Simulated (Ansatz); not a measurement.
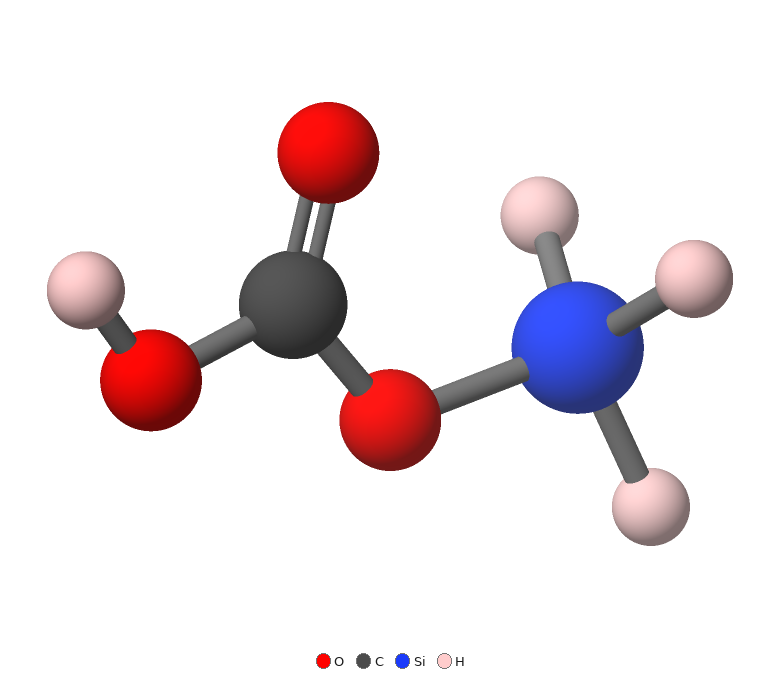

The computed structure is the end point of a PBE0-D4/def2-TZVP optimisation.

Give the structural formula.

SMILES: O=C(O)O[SiH3]

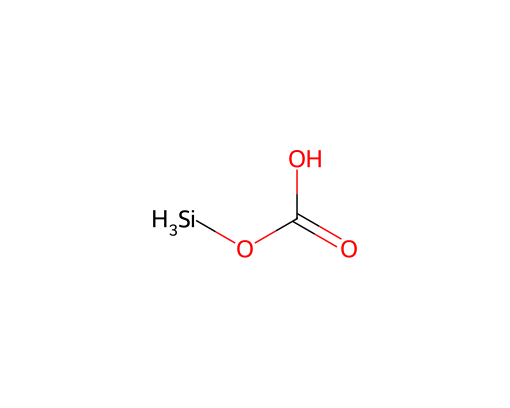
